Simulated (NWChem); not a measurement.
**One shape, several levels: Si2H2F3 (SMILES F[Si](F)(F)[SiH2])**

Wanted: a comparison of 4 runs (UHF/STO-3G, UHF/3-21G, UB3LYP/6-31G*) of Si2H2F3. 

The results are computed with NWChem 7.3.0.

**1. The system as given**

The species is Si2H2F3 (7 atoms), meant as a doublet with charge 0. SMILES: `F[Si](F)(F)[SiH2]`. The coordinates come from a PBE0-D4/def2-TZVP relaxation.

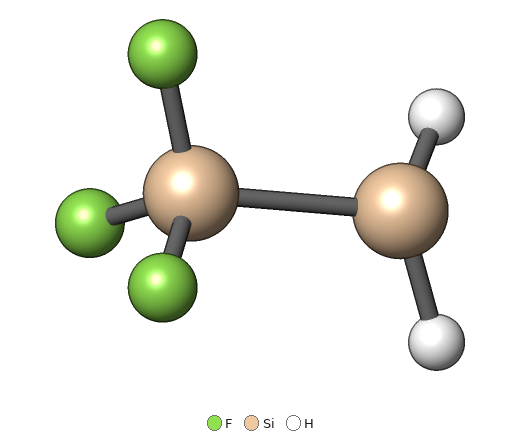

Viewed from a chosen angle; fluorine green, silicon light orange, hydrogen white.

**2. Energy and gradient at UHF/STO-3G (run 1)**

Input file run.py:

```python
from ase import Atoms
from ase.calculators.nwchem import NWChem

atoms = Atoms('FSiFFSiHH', positions=[
    [0.541000, -1.122900, 1.740900],
    [0.348100, -0.838500, 0.198300],
    [-0.739700, -1.863500, -0.318400],
    [1.701000, -1.209700, -0.529600],
    [-0.171300, 1.385900, -0.152100],
    [-1.367400, 1.832600, 0.604300],
    [-0.250400, 1.748100, -1.589000],
])

calc = NWChem(
    label='nw',
    theory='scf',
    memory='2200 mb',
    basis='STO-3G',
    basispar='spherical bse',
    scf={'nopen': '1', 'uhf': None, 'thresh': '1e-08', 'maxiter': '80'},
)
atoms.calc = calc

forces = atoms.get_forces()
e = atoms.get_potential_energy()
print(f"E = {e:.6f} eV")
print("forces (eV/A):")
for s, f in zip(atoms.symbols, forces):
    print(f"{s:2s} {f[0]:10.5f} {f[1]:10.5f} {f[2]:10.5f}")
```

On the command line:

```console
$ export ASE_NWCHEM_COMMAND="nwchem PREFIX.nwi > PREFIX.nwo"
$ python run.py
```

Log:

```text
E = -23578.839969 eV
forces (eV/A):
F     0.21752   -0.42639    0.98448
Si   -0.84795    2.67431   -0.53906
F    -0.61655   -0.77503   -0.28508
F     0.90827   -0.47720   -0.37142
Si   -0.46964    0.07220   -0.24009
H     1.04197   -0.58225   -1.02592
H    -0.23361   -0.48563    1.47710
```

The calculator wrote nw.nwi:

```
title "nw"

permanent_dir nw

scratch_dir nw

start nw

geometry units angstrom nocenter noautosym noautoz
  F  5.4100000000000004e-01 -1.1229000000000000e+00 1.7408999999999999e+00
  Si 3.4810000000000002e-01 -8.3850000000000002e-01 1.9830000000000000e-01
  F  -7.3970000000000002e-01 -1.8634999999999999e+00 -3.1840000000000002e-01
  F  1.7010000000000001e+00 -1.2097000000000000e+00 -5.2959999999999996e-01
  Si -1.7130000000000001e-01 1.3858999999999999e+00 -1.5210000000000001e-01
  H  -1.3673999999999999e+00 1.8326000000000000e+00 6.0429999999999995e-01
  H  -2.5040000000000001e-01 1.7481000000000000e+00 -1.5890000000000000e+00
end

memory 2200 mb

basis spherical bse noprint
   * library STO-3G
end

scf
  nopen 1
  uhf
  thresh 1e-08
  maxiter 80
end

task scf gradient
```

nw.nwo, shortened:

```text
[...]
      One electron energy =  -1824.665195285861
[... 1 line left out ...]
 Nuclear repulsion energy =    305.602941572488
[... 47 lines left out ...]
          Final beta eigenvalues
[... 217 lines left out ...]
                     UHF Final Beta Molecular Orbital Analysis
[...]
  wavefunction    =   UHF
                         UHF ENERGY GRADIENTS
    atom               coordinates                        gradient
                 x          y          z           x          y          z
   1 F       1.022342  -2.121973   3.289824   -0.004230   0.008292  -0.019145
   2 Si      0.657814  -1.584535   0.374733    0.016490  -0.052007   0.010483
   3 F      -1.397830  -3.521504  -0.601689    0.011990   0.015072   0.005544
   4 F       3.214424  -2.286002  -1.000799   -0.017663   0.009280   0.007223
   5 Si     -0.323710   2.618971  -0.287427    0.009133  -0.001404   0.004669
   6 H      -2.584011   3.463112   1.141961   -0.020263   0.011323   0.019951
   7 H      -0.473187   3.303430  -3.002775    0.004543   0.009444  -0.028725
[...]
```

Run time: 2.2 s. Hardware: 1 thread of AMD EPYC 9R45 (Zen 5), shared host; peak memory 0.1 GiB.

**3. Energy and forces at UHF/3-21G (run 2)**

Input file work.nw:

```
start work
memory stack 880 mb heap 220 mb global 1100 mb

geometry noautosym nocenter noautoz
  F        0.541000      -1.122900       1.740900
  Si       0.348100      -0.838500       0.198300
  F       -0.739700      -1.863500      -0.318400
  F        1.701000      -1.209700      -0.529600
  Si      -0.171300       1.385900      -0.152100
  H       -1.367400       1.832600       0.604300
  H       -0.250400       1.748100      -1.589000
end

basis spherical bse
  * library 3-21G
end

scf
  doublet
  uhf
  thresh 1e-08
  maxiter 80
end

task scf gradient
```

On the command line:

```console
$ nwchem work.nw > work.out
```

Log:

```text
[...]
  functions       =    57
[...]
  wavefunction    = UHF
[...]
         Total SCF energy =   -872.818723573038
      One electron energy =  -1824.037715613260
      Two electron energy =    645.616050467733
 Nuclear repulsion energy =    305.602941572489
                       Sz =      0.5000
                 Sz(Sz+1) =      0.7500
                      S^2 =      0.7578
[...]
                         UHF ENERGY GRADIENTS
    atom               coordinates                        gradient
                 x          y          z           x          y          z
   1 F       1.022342  -2.121973   3.289824   -0.004111   0.007731  -0.024464
   2 Si      0.657814  -1.584535   0.374733    0.012143  -0.038232   0.007745
   3 F      -1.397830  -3.521504  -0.601689    0.015106   0.019309   0.006975
   4 F       3.214424  -2.286002  -1.000799   -0.021909   0.009051   0.010460
   5 Si     -0.323710   2.618971  -0.287427    0.000885  -0.000040   0.000419
   6 H      -2.584011   3.463112   1.141961   -0.001385   0.001116   0.000067
   7 H      -0.473187   3.303430  -3.002775   -0.000729   0.001064  -0.001202
[...]
```

Wall time 2.5 s (1 thread of AMD EPYC 9R45 (Zen 5), shared host); peak memory 0.1 GiB.

Run 3 isn't shown in full; the table further down has it.

**4. Energy and forces at UB3LYP/6-31G(d) (Cartesian functions) (run 4)**

Input file input.nw:

```
start input
title "F3H2Si2"
memory total 2200 mb
charge 0
geometry noautosym nocenter noautoz
  F      0.541000    -1.122900     1.740900
  Si     0.348100    -0.838500     0.198300
  F     -0.739700    -1.863500    -0.318400
  F      1.701000    -1.209700    -0.529600
  Si    -0.171300     1.385900    -0.152100
  H     -1.367400     1.832600     0.604300
  H     -0.250400     1.748100    -1.589000
end
basis cartesian
  * library 6-31G*
end
dft
  xc b3lyp
  mult 2
  grid xfine
  convergence energy 1e-08
  maxiter 100
  mulliken
end
task dft gradient
```

On the command line:

```console
$ nwchem input.nw > input.out
```

Log:

```text
[...]
          Wavefunction type:  spin polarized.
          No. of atoms     :     7
          No. of electrons :    57
[...]
          Charge           :     0
          Spin multiplicity:     2
[...]
          AO basis - number of functions:    87
[...]
              XC Information
              --------------
                         B3LYP Method XC Potential
                     Hartree-Fock (Exact) Exchange  0.200
                        Slater Exchange Functional  0.800 local
                    Becke 1988 Exchange Functional  0.720 non-local
              Lee-Yang-Parr Correlation Functional  0.810
                  VWN I RPA Correlation Functional  0.190 local
[...]
 d= 0,ls=0.0,diis     1   -879.7388199739 -1.19D+03  1.08D-02  2.72D-01     2.3
[...]
 d= 0,ls=0.0,diis    11   -879.8540059880 -3.17D-09  1.61D-07  8.10D-11    23.8
[...]
         Total DFT energy =     -879.854005987955
      One electron energy =    -1830.677306103317
           Coulomb energy =      719.399063619140
    Exchange-Corr. energy =      -74.178705076267
 Nuclear repulsion energy =      305.602941572489
[...]
      Total Density - Mulliken Population Analysis
     ---------------------------------------------
    Atom       Charge   Shell Charges
 -----------   ------   -------------------------------------------------------
    1 F    9     9.35   1.99  0.95  3.32  0.92  2.08  0.08
    2 Si  14    12.87   2.00  1.99  5.96  0.98  1.37  0.01  0.26  0.30
    3 F    9     9.34   1.99  0.95  3.32  0.92  2.08  0.08
    4 F    9     9.35   1.99  0.95  3.32  0.92  2.08  0.08
    5 Si  14    14.03   2.00  1.99  5.96  1.10  1.92  0.38  0.63  0.06
    6 H    1     1.03   0.50  0.53
    7 H    1     1.03   0.50  0.53
[...]
      <S2> =      0.7522 (Exact =     0.7500)
[...]
  wavefunction    = open shell
                         DFT ENERGY GRADIENTS
    atom               coordinates                        gradient
                 x          y          z           x          y          z
   1 F       1.022342  -2.121973   3.289824   -0.001689   0.001958  -0.013897
   2 Si      0.657814  -1.584535   0.374733    0.003226  -0.011847   0.002166
   3 F      -1.397830  -3.521504  -0.601689    0.010213   0.008624   0.004884
   4 F       3.214424  -2.286002  -1.000799   -0.012127   0.002730   0.006604
   5 Si     -0.323710   2.618971  -0.287427   -0.001288  -0.000562  -0.000665
   6 H      -2.584011   3.463112   1.141961    0.001036  -0.000465   0.000044
   7 H      -0.473187   3.303430  -3.002775    0.000628  -0.000438   0.000863
[...]
```

Run time: 28 s. Hardware: 1 thread of AMD EPYC 9R45 (Zen 5), shared host; peak memory 0.15 GiB.

**5. The series**

```
run                                level  iteration cap  module  energy (Eh)  dipole moment (D)  HOMO energy (eV)  LUMO energy (eV)  wall time
  1                           UHF/STO-3G             80     scf  -866.506394               1.73             -6.64              5.93      2.2 s
  2                            UHF/3-21G             80     scf  -872.818724               2.69             -9.94             -0.03      2.5 s
  3  UB3LYP/6-31G* (spherical functions)            100     dft  -879.846107               1.89             -6.56             -3.57       26 s
  4  UB3LYP/6-31G* (Cartesian functions)            100     dft  -879.854006               1.89             -6.56             -3.58       28 s
```

**6. Summary of results**

```
                                 quantity          value
                      run 4: total energy  -879.85401 Eh
                     run 4: dipole moment         1.89 D
run 4: HOMO energy (highest over α and β)       -6.56 eV
 run 4: LUMO energy (lowest over α and β)       -3.58 eV
                              run 4: ⟨S²⟩          0.752
          run 4: largest force on an atom     0.732 eV/Å
```

The dipole moment (its size) runs from 1.73 D (UHF/STO-3G) to 2.69 D (UHF/3-21G). In run 1 the basis is minimal, so the values are rough. All runs together took 58 s, the longest 28 s.
